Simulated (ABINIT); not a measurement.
# ZnSe (Stilleite): G0W0 with ABINIT, start to end, part 2 of 3

How does a plane-wave GW calculation on ZnSe (Stilleite) run from the first input to the gap?

ABINIT 10.8.3; PBE and many-body steps on it, plane waves. Known limits of the many-body steps: not at the basis limit; no spin-orbit coupling; coarse k mesh.

So far. Step 2 (Ground state): The gap is direct, at Γ.

## 3. Bands along the symmetry lines

Level of this step: DFT, PBE, plane waves, norm-conserving pseudopotentials (ABINIT).

Levels along a band path, at the cheap level, show where the edges lie and whether the meshes to come will hold them.

The input, run.abi:

```
acell 3*1.0 Angstrom
rprim 
  -0.000000000000 2.833800000000 2.833800000000
  2.833800000000 -0.000000000000 2.833800000000
  2.833800000000 2.833800000000 0.000000000000
ntypat 2
znucl 30 34
natom 2
typat 1 2
xred 
  0.000000000000 0.000000000000 0.000000000000
  0.250000000000 0.250000000000 0.250000000000
pp_dirpath "pseudos"
pseudos "Zn.upf, Se.upf"
ecut 48
iscf -2
irdden 1
kptopt 0
nkpt 50
kpt 
  0.00000000 0.00000000 0.00000000
  -0.06250000 -0.06250000 0.00000000
  -0.12500000 -0.12500000 0.00000000
  -0.18750000 -0.18750000 0.00000000
  -0.25000000 -0.25000000 0.00000000
  -0.31250000 -0.31250000 0.00000000
  -0.37500000 -0.37500000 0.00000000
  -0.43750000 -0.43750000 0.00000000
  -0.50000000 -0.50000000 0.00000000
  -0.48437500 -0.48437500 0.03125000
  -0.46875000 -0.46875000 0.06250000
  -0.45312500 -0.45312500 0.09375000
  -0.43750000 -0.43750000 0.12500000
  -0.42187500 -0.42187500 0.15625000
  -0.40625000 -0.40625000 0.18750000
  -0.39062500 -0.39062500 0.21875000
  -0.37500000 -0.37500000 0.25000000
  -0.37500000 0.00000000 0.37500000
  -0.32812500 0.00000000 0.32812500
  -0.28125000 0.00000000 0.28125000
  -0.23437500 0.00000000 0.23437500
  -0.18750000 0.00000000 0.18750000
  -0.14062500 0.00000000 0.14062500
  -0.09375000 0.00000000 0.09375000
  -0.04687500 0.00000000 0.04687500
  0.00000000 0.00000000 0.00000000
  0.00000000 0.00000000 0.06250000
  0.00000000 0.00000000 0.12500000
  0.00000000 0.00000000 0.18750000
  0.00000000 0.00000000 0.25000000
  0.00000000 0.00000000 0.31250000
  0.00000000 0.00000000 0.37500000
  0.00000000 0.00000000 0.43750000
  0.00000000 0.00000000 0.50000000
  -0.06250000 -0.03125000 0.46875000
  -0.12500000 -0.06250000 0.43750000
  -0.18750000 -0.09375000 0.40625000
  -0.25000000 -0.12500000 0.37500000
  -0.31250000 -0.15625000 0.34375000
  -0.37500000 -0.18750000 0.31250000
  -0.43750000 -0.21875000 0.28125000
  -0.50000000 -0.25000000 0.25000000
  -0.50000000 -0.28125000 0.21875000
  -0.50000000 -0.31250000 0.18750000
  -0.50000000 -0.34375000 0.15625000
  -0.50000000 -0.37500000 0.12500000
  -0.50000000 -0.40625000 0.09375000
  -0.50000000 -0.43750000 0.06250000
  -0.50000000 -0.46875000 0.03125000
  -0.50000000 -0.50000000 0.00000000
istwfk *1
nband 29
nbdbuf 2
tolwfr 1e-08
nstep 40
prtwf 0
prtvol 0
indata_prefix "in"
outdata_prefix "out"
tmpdata_prefix "tmp"
```

Launch:

```sh
> OMP_NUM_THREADS=1 mpirun -n 4 abinit run.abi > log
```

Numbers of over 12 decimals in the logs are rounded to 6 here.

The program printed:

```text
.Version 10.8.3 of ABINIT. v10.8.2 released Aug 2026.

 Symmetries : space group F-4 3 m (#216); Bravais cF (face-center cubic)
[... echo of the input left out ...]
== DATASET  1 ==================================================================
-   mpi_nproc: 4, omp_nthreads: 1 (-1 if OMP is not activated)

--- !DatasetInfo
iteration_state: {dtset: 1, }
dimensions: {natom: 2, nkpt: 50, mband: 29, nsppol: 1, nspinor: 1, nspden: 1, mpw: 4917, }
cutoff_energies: {ecut:  48.0, pawecutdg:  -1.0, }
electrons: {nelect:   4.40000000E+01, charge:   0.00000000E+00, occopt:   1.00000000E+00, tsmear:   1.00000000E-02, }

 Real(R)+Recip(G) space primitive vectors, cartesian coordinates (Bohr,Bohr^-1):
 R(1)=  0.0000000  5.3551059  5.3551059  G(1)= -0.0933688  0.0933688  0.0933688
 R(2)=  5.3551059  0.0000000  5.3551059  G(2)=  0.0933688 -0.0933688  0.0933688
 R(3)=  5.3551059  5.3551059  0.0000000  G(3)=  0.0933688  0.0933688 -0.0933688
 Unit cell volume ucvol=  3.0713845E+02 bohr^3
 Angles (23,13,12)=  6.00000000E+01  6.00000000E+01  6.00000000E+01 degrees

 getcut: wavevector=  0.0000  0.0000  0.0000  ngfft=  48  48  48
         ecut(hartree)=     48.000   => boxcut(ratio)=   2.03223

--- Pseudopotential description ------------------------------------------------
- Zn Generated using ONCVPSP code by D. R. Hamann
- 30.00000  20.00000  171031                  znucl, zion, pspdat
12 -101130 2 -1 1326                          pspcod,pspxc,lmax,lloc,mmax
     nproj     2     2     2
  pspatm : epsatm=   26.68164218
         --- l  ekb(1:nproj) -->
             0    2.827643   -1.532764
             1   -4.632527   -1.324876
             2   -6.943520   -2.557073
 pspatm: atomic psp has been read  and splines computed

- Se Generated using ONCVPSP code by D. R. Hamann
- 34.00000  24.00000  171031                  znucl, zion, pspdat
12 -101130 2 -1 1214                          pspcod,pspxc,lmax,lloc,mmax
     nproj     2     2     2
  pspatm : epsatm=   25.39064422
         --- l  ekb(1:nproj) -->
[...]
pspatm: atomic psp has been read  and splines computed

--------------------------------------------------------------------------------

================================================================================
 prteigrs : about to open file out_EIG
 Non-SCF case, kpt    1 (  0.00000  0.00000  0.00000), residuals and eigenvalues=
  3.39E-09  2.86E-09  5.98E-09  5.32E-09  7.61E-09  3.02E-09  4.24E-09  7.82E-09
  2.18E-09  3.21E-09  4.14E-09  1.76E-09  4.90E-09  2.39E-09  2.84E-09  9.89E-09
  4.17E-09  7.25E-09  9.91E-09  5.96E-09  3.30E-09  6.12E-09  1.70E-09  3.63E-09
  1.78E-09  6.17E-09  1.29E-09  5.03E-06  2.90E-05
 -7.4629E+00 -5.2385E+00 -5.2385E+00 -5.2385E+00 -4.4496E+00 -2.7650E+00
 -2.7650E+00 -2.7650E+00 -1.5698E+00 -1.5698E+00 -1.5698E+00 -1.5696E+00
 -1.5696E+00 -3.3425E-01 -8.7379E-02 -8.7379E-02 -8.7379E-02 -7.3851E-02
[...]
6.94E-09  5.44E-09  8.45E-09  2.26E-07  1.45E-06
[...]
Non-SCF case, kpt    3 ( -0.12500 -0.12500  0.00000), residuals and eigenvalues=
[...]
Non-SCF case, kpt   49 ( -0.50000 -0.46875  0.03125), residuals and eigenvalues=
[...]
Non-SCF case, kpt   50 ( -0.50000 -0.50000  0.00000), residuals and eigenvalues=
[...]
-1.5696E+00 -2.9542E-01 -8.6236E-02 -7.8086E-02 -7.8086E-02 -7.2078E-02
 -6.7227E-02 -2.1500E-02  7.2844E-02  7.2844E-02  2.6295E-01  2.8045E-01
[...]
--- !ResultsGS
iteration_state: {dtset: 1, }
comment   : Summary of ground state results
lattice_vectors:
- [ -0.0000000,   5.3551059,   5.3551059, ]
- [  5.3551059,  -0.0000000,   5.3551059, ]
- [  5.3551059,   5.3551059,   0.0000000, ]
lattice_lengths: [   7.57326,    7.57326,    7.57326, ]
lattice_angles: [ 60.000,  60.000,  60.000, ] # degrees, (23, 13, 12)
lattice_volume:   3.0713845E+02
convergence: {deltae:  0.000E+00, res2:  0.000E+00, residm:  9.978E-09, diffor:  0.000E+00, }
etotal    :  -5.47356177E+02
entropy   :   0.00000000E+00
fermie    :   1.53041323E-01
cartesian_stress_tensor: null
pressure_GPa: null
xred      :
- [  0.0000E+00,   0.0000E+00,   0.0000E+00, Zn]
- [  2.5000E-01,   2.5000E-01,   2.5000E-01, Se]
cartesian_forces: null
force_length_stats: {min: null, max: null, mean: null, }

 Integrated electronic density in atomic spheres:
 ------------------------------------------------
 Atom  Sphere_radius  Integrated_density
[...]
================================================================================

 ----iterations are completed or convergence reached----

 Mean square residual over all n,k,spin=   48.025E-10; max=  99.776E-10
 reduced coordinates (array xred) for    2 atoms
       0.000000000000      0.000000000000      0.000000000000
       0.250000000000      0.250000000000      0.250000000000

 cartesian coordinates (angstrom) at end:
    1      0.000000     0.000000     0.000000
    2      1.416900     1.416900     1.416900
 length scales=  1.889726125908  1.889726125908  1.889726125908 bohr
              =  1.000000000000  1.000000000000  1.000000000000 angstroms
 prteigrs : about to open file out_EIG
 Eigenvalues (hartree) for nkpt=  50  k points:
 kpt#   1, nband= 29, wtk=  1.00000, kpt=  0.0000  0.0000  0.0000 (reduced coord)
[...]
kpt#   2, nband= 29, wtk=  1.00000, kpt= -0.0625 -0.0625  0.0000 (reduced coord)
[...]
kpt#   3, nband= 29, wtk=  1.00000, kpt= -0.1250 -0.1250  0.0000 (reduced coord)
[...]
kpt#  49, nband= 29, wtk=  1.00000, kpt= -0.5000 -0.4687  0.0313 (reduced coord)
[...]
0.54216    0.55971    0.56900    0.66542    0.68318
 kpt#  50, nband= 29, wtk=  1.00000, kpt= -0.5000 -0.5000  0.0000 (reduced coord)
[...]
-1.56977   -1.56975   -1.56975   -1.56961   -1.56960   -0.29542   -0.08624   -0.07809
  -0.07809   -0.07208   -0.06723   -0.02150    0.07284    0.07284    0.26295    0.28045
   0.54749    0.56671    0.56671    0.66715    0.68505

== END DATASET(S) ==============================================================
================================================================================

 -outvars: echo values of variables after computation  --------
            nband          29
             nkpt          50
          spgroup         216
 [... the other variables as echoed above ...]

 Calculation completed.
```

Wall time 30 s (4 MPI ranks of Arm Neoverse V1, shared host); peak memory 0.37 GiB; 2 min of CPU time.

Numbers from this step:

```
gap                        : 1.288 eV
k of the valence top       : 0, 0, 0
k of the conduction bottom : 0, 0, 0
least direct gap           : 1.288 eV
```

The gap is 1.288 eV, as in the run before at this level.

The electronic bands at the labelled points (eV, zero at the top of the highest filled band):

| point | band 19 | band 20 | band 21 | band 22 | band 23 | band 24 | band 25 | band 26 |
| --- | --- | --- | --- | --- | --- | --- | --- | --- |
| Γ | -6.17 | 0.00 | 0.00 | 0.00 | 1.29 | 5.81 | 5.81 | 5.81 |
| X | -5.99 | -4.75 | -2.18 | -2.18 | 2.99 | 3.47 | 10.73 | 11.26 |
| U | -5.91 | -4.71 | -3.08 | -1.79 | 3.59 | 5.60 | 9.05 | 9.28 |
| jump to K | -5.91 | -4.71 | -3.08 | -1.79 | 3.59 | 5.60 | 9.05 | 9.28 |
| Γ | -6.17 | 0.00 | 0.00 | 0.00 | 1.29 | 5.81 | 5.81 | 5.81 |
| L | -6.01 | -5.22 | -0.87 | -0.87 | 2.55 | 6.39 | 6.39 | 8.57 |
| W | -5.87 | -4.68 | -2.76 | -2.66 | 5.49 | 5.56 | 6.97 | 7.72 |
| X | -5.99 | -4.75 | -2.18 | -2.18 | 2.99 | 3.47 | 10.73 | 11.26 |

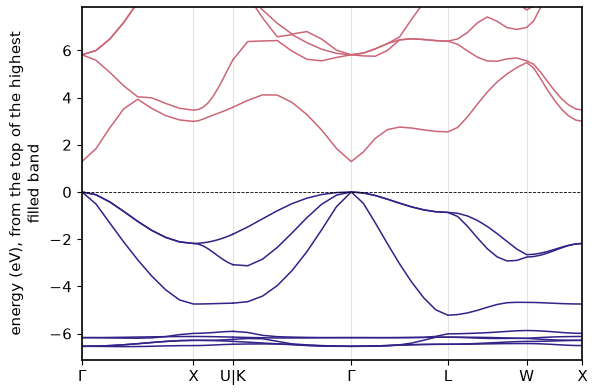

Electronic bands along the path; lines of filled and empty bands in two colours.

## 4. Empty states on the mesh, 4×4×4 mesh, 103 bands

The sums over transitions need many empty states on a uniform mesh; this step solves for them.

The input, run.abi:

```
acell 3*1.0 Angstrom
rprim 
  -0.000000000000 2.833800000000 2.833800000000
  2.833800000000 -0.000000000000 2.833800000000
  2.833800000000 2.833800000000 0.000000000000
ntypat 2
znucl 30 34
natom 2
typat 1 2
xred 
  0.000000000000 0.000000000000 0.000000000000
  0.250000000000 0.250000000000 0.250000000000
pp_dirpath "pseudos"
pseudos "Zn.upf, Se.upf"
ecut 48
ngkpt 4 4 4
nshiftk 1
shiftk 0 0 0
kptopt 1
chksymbreak 0
iscf -2
irdden 1
istwfk *1
nband 103
nbdbuf 8
tolwfr 1e-09
nstep 60
prtvol 0
indata_prefix "in"
outdata_prefix "out"
tmpdata_prefix "tmp"
```

The program printed:

```text
.Version 10.8.3 of ABINIT. v10.8.2 released Aug 2026.

 Symmetries : space group F-4 3 m (#216); Bravais cF (face-center cubic)
[... echo of the input left out ...]
== DATASET  1 ==================================================================
-   mpi_nproc: 4, omp_nthreads: 1 (-1 if OMP is not activated)

--- !DatasetInfo
iteration_state: {dtset: 1, }
dimensions: {natom: 2, nkpt: 8, mband: 103, nsppol: 1, nspinor: 1, nspden: 1, mpw: 4910, }
cutoff_energies: {ecut:  48.0, pawecutdg:  -1.0, }
electrons: {nelect:   4.40000000E+01, charge:   0.00000000E+00, occopt:   1.00000000E+00, tsmear:   1.00000000E-02, }

 Real(R)+Recip(G) space primitive vectors, cartesian coordinates (Bohr,Bohr^-1):
 R(1)=  0.0000000  5.3551059  5.3551059  G(1)= -0.0933688  0.0933688  0.0933688
 R(2)=  5.3551059  0.0000000  5.3551059  G(2)=  0.0933688 -0.0933688  0.0933688
 R(3)=  5.3551059  5.3551059  0.0000000  G(3)=  0.0933688  0.0933688 -0.0933688
 Unit cell volume ucvol=  3.0713845E+02 bohr^3
 Angles (23,13,12)=  6.00000000E+01  6.00000000E+01  6.00000000E+01 degrees

 getcut: wavevector=  0.0000  0.0000  0.0000  ngfft=  48  48  48
         ecut(hartree)=     48.000   => boxcut(ratio)=   2.03223

--- Pseudopotential description ------------------------------------------------
- Zn Generated using ONCVPSP code by D. R. Hamann
- 30.00000  20.00000  171031                  znucl, zion, pspdat
12 -101130 2 -1 1326                          pspcod,pspxc,lmax,lloc,mmax
     nproj     2     2     2
  pspatm : epsatm=   26.68164218
         --- l  ekb(1:nproj) -->
             0    2.827643   -1.532764
             1   -4.632527   -1.324876
             2   -6.943520   -2.557073
 pspatm: atomic psp has been read  and splines computed

- Se Generated using ONCVPSP code by D. R. Hamann
- 34.00000  24.00000  171031                  znucl, zion, pspdat
12 -101130 2 -1 1214                          pspcod,pspxc,lmax,lloc,mmax
     nproj     2     2     2
  pspatm : epsatm=   25.39064422
         --- l  ekb(1:nproj) -->
[...]
pspatm: atomic psp has been read  and splines computed

--------------------------------------------------------------------------------

================================================================================
 prteigrs : about to open file out_EIG
 Non-SCF case, kpt    1 (  0.00000  0.00000  0.00000), residuals and eigenvalues=
  2.10E-10  7.49E-11  1.18E-10  9.64E-11  4.72E-10  2.93E-10  2.22E-10  2.43E-10
  5.24E-10  8.01E-10  5.68E-10  5.87E-10  2.05E-10  8.39E-10  2.72E-10  6.70E-10
  6.10E-10  8.37E-10  7.34E-10  1.65E-10  2.78E-10  6.75E-10  4.01E-10  1.86E-10
[...]
1.03E-09  7.02E-09  2.99E-08  1.23E-07  1.22E-06  4.60E-06  7.28E-05
 -7.4629E+00 -5.2385E+00 -5.2385E+00 -5.2385E+00 -4.4496E+00 -2.7650E+00
 -2.7650E+00 -2.7650E+00 -1.5698E+00 -1.5698E+00 -1.5698E+00 -1.5696E+00
 -1.5696E+00 -3.3425E-01 -8.7379E-02 -8.7379E-02 -8.7379E-02 -7.3851E-02
[...]
2.9262E+00  2.9816E+00  2.9816E+00  2.9816E+00  2.9994E+00  2.9994E+00
  2.9994E+00  3.0375E+00  3.0801E+00  3.0801E+00  3.0801E+00  3.1163E+00
  3.1164E+00
 prteigrs : prtvol=0 or 1, do not print more k-points.

--- !ResultsGS
iteration_state: {dtset: 1, }
comment   : Summary of ground state results
lattice_vectors:
- [ -0.0000000,   5.3551059,   5.3551059, ]
- [  5.3551059,  -0.0000000,   5.3551059, ]
- [  5.3551059,   5.3551059,   0.0000000, ]
lattice_lengths: [   7.57326,    7.57326,    7.57326, ]
lattice_angles: [ 60.000,  60.000,  60.000, ] # degrees, (23, 13, 12)
lattice_volume:   3.0713845E+02
convergence: {deltae:  0.000E+00, res2:  0.000E+00, residm:  9.953E-10, diffor:  0.000E+00, }
etotal    :  -5.47356177E+02
entropy   :   0.00000000E+00
fermie    :   1.53041323E-01
cartesian_stress_tensor: null
pressure_GPa: null
xred      :
- [  0.0000E+00,   0.0000E+00,   0.0000E+00, Zn]
- [  2.5000E-01,   2.5000E-01,   2.5000E-01, Se]
cartesian_forces: null
force_length_stats: {min: null, max: null, mean: null, }

 Integrated electronic density in atomic spheres:
 ------------------------------------------------
 Atom  Sphere_radius  Integrated_density
[...]
================================================================================

 ----iterations are completed or convergence reached----

 Mean square residual over all n,k,spin=   40.607E-11; max=  99.529E-11
 reduced coordinates (array xred) for    2 atoms
       0.000000000000      0.000000000000      0.000000000000
       0.250000000000      0.250000000000      0.250000000000

 cartesian coordinates (angstrom) at end:
    1      0.000000     0.000000     0.000000
    2      1.416900     1.416900     1.416900
 length scales=  1.889726125908  1.889726125908  1.889726125908 bohr
              =  1.000000000000  1.000000000000  1.000000000000 angstroms
 prteigrs : about to open file out_EIG
 Eigenvalues (hartree) for nkpt=   8  k points:
 kpt#   1, nband=103, wtk=  0.01563, kpt=  0.0000  0.0000  0.0000 (reduced coord)
[...]
2.59708    2.59708    2.65854    2.71552    2.71552    2.71552    2.86759    2.86760
   2.86760    2.92621    2.92621    2.98156    2.98156    2.98156    2.99937    2.99937
   2.99937    3.03752    3.08015    3.08015    3.08015    3.11634    3.11643
 prteigrs : prtvol=0 or 1, do not print more k-points.

== END DATASET(S) ==============================================================
================================================================================

 -outvars: echo values of variables after computation  --------
            nband         103
             nkpt           8
          spgroup         216
 [... the other variables as echoed above ...]

 Calculation completed.
```

Wall time 29 s (4 MPI ranks); peak memory 0.35 GiB.

Numbers from this step:

| Quantity | Value |
| --- | --- |
| gap | 1.288 eV |
| k of the valence top | 0, 0, 0 |
| k of the conduction bottom | 0, 0, 0 |
| least direct gap | 1.288 eV |
| k points computed | 8 |
| lowest point of the top converged band, above the valence top | 72.0152 eV |

On this mesh the gap is 1.288 eV.

## 5. Screening, 4×4×4 mesh, 95 bands, screening to 136.1 eV

The RPA dielectric matrix is built and inverted for each q.

This step: RPA screening on PBE, plane waves, norm-conserving pseudopotentials.

run.abi, as its differences from that of step 4:

```diff
@@ -20,10 +20,11 @@
 chksymbreak 0
-iscf -2
-irdden 1
 istwfk *1
-nband 103
-nbdbuf 8
-tolwfr 1e-09
-nstep 60
-prtvol 0
+occopt 1
+irdwfk 1
+optdriver 3
+nband 95
+ecuteps 5
+inclvkb 2
+awtr 1
+symchi 1
 indata_prefix "in"
```

The program printed:

```text
.Version 10.8.3 of ABINIT. v10.8.2 released Aug 2026.

 Symmetries : space group F-4 3 m (#216); Bravais cF (face-center cubic)
[... echo of the input left out ...]
== DATASET  1 ==================================================================
-   mpi_nproc: 4, omp_nthreads: 1 (-1 if OMP is not activated)

--- !DatasetInfo
iteration_state: {dtset: 1, }
dimensions: {natom: 2, nkpt: 8, mband: 95, nsppol: 1, nspinor: 1, nspden: 1, mpw: 4910, }
cutoff_energies: {ecut:  48.0, pawecutdg:  -1.0, }
electrons: {nelect:   4.40000000E+01, charge:   0.00000000E+00, occopt:   1.00000000E+00, tsmear:   1.00000000E-02, }

 SCREENING: Calculation of the susceptibility and dielectric matrices

 Based on a program developped by R.W. Godby, V. Olevano, G. Onida, and L. Reining.
 Incorporated in ABINIT by V. Olevano, G.-M. Rignanese, and M. Torrent.
.Using double precision arithmetic ; gwpc =  8

[... cell and pseudopotentials left out ...]
--------------------------------------------------------------------------------

 ==== K-mesh for the wavefunctions ====
 Number of points in the irreducible wedge :     8
[... list of points left out ...]
 Together with 24 symmetry operations and time-reversal symmetry
 yields    64 points in the full Brillouin Zone.

 ==== Q-mesh for the screening function ====
 Number of points in the irreducible wedge :     8
[... list of points left out ...]
 Together with 24 symmetry operations and time-reversal symmetry
 yields    64 points in the full Brillouin Zone.

 setmesh: FFT mesh size selected  =    32x   32x   32
          total number of points  =        32768

 vcoul_init : cutoff-mode = AUXILIARY_FUNCTION
 q-points for optical limit:   1
     1)      0.000010    0.000020    0.000030

- screening: taking advantage of time-reversal symmetry
- Maximum band index for partially occupied states nbvw = 22
- Remaining bands to be divided among processors   nbcw = 73
- Number of bands treated by each node ~18

 Number of electrons calculated from density =   44.0000; Expected =   44.0000
 average of density, n =  0.143258
 r_s =    1.1856
 omega_plasma =   36.5103 [eV]

 calculating chi0 at frequencies [eV] :
  1    0.000000E+00    0.000000E+00
  2    0.000000E+00    3.651025E+01

--------------------------------------------------------------------------------
  q-point number  1        q = ( 0.000000, 0.000000, 0.000000) [r.l.u.]
--------------------------------------------------------------------------------
[... chi0 elements left out ...]
 For q-point:  0.000010 0.000020 0.000030
  dielectric constant =  13.5073
  dielectric constant without local fields =  14.4639

  Average fulfillment of the sum rule on Im[epsilon] for q-point    1 :     31.25  [%]
[... wings left out ...]
  q-point number  2        q = ( 0.250000, 0.000000, 0.000000) [r.l.u.]
--------------------------------------------------------------------------------
[... chi0 elements left out ...]
  Average fulfillment of the sum rule on Im[epsilon] for q-point    2 :     37.53  [%]

 [... 6 further q-points ...]
```

Elapsed: 41 s, on 4 MPI ranks; peak memory 1.1 GiB.

Numbers from this step:

```
ε∞ with local fields, on this mesh, along the program's q direction : 13.51
the same without local fields                                       : 14.46
plasma frequency                                                    : 36.51 eV
plane waves in the screening matrix                                 : 169
```

Local fields lower ε∞ by 7 %. On a Γ-centred mesh this coarse the value itself is usually too large, while a short band sum pulls it down.

(Part 2 of 3 ends here.)

[Paths, hosts, dates, memory and timing lines, banners, echoed tables and standing remarks are left out of the program output.]

[Logs are printed without paths, hosts, clocks, repeated set-up lines and the standing remarks that a program may print on its own settings, such as how far it seeks lower states.]

[Runs of the session that timed out or met a known fault of the program may be left out.]

[Hosts, paths, dates, database ids (printed as entryN), source tags and the programs' standing remarks are cut or masked in the printed files.]

[G0W0 gaps are taken among the corrected bands and points alone; a level outside them can change the order at an edge.]

[Where Ansatz stands beside ABINIT at settings called matched, ABINIT's density can come from a denser mesh and the files from another edition; pairs whose starting gaps differed by over 0.03 eV were left out, so agreement reads better than it is.]
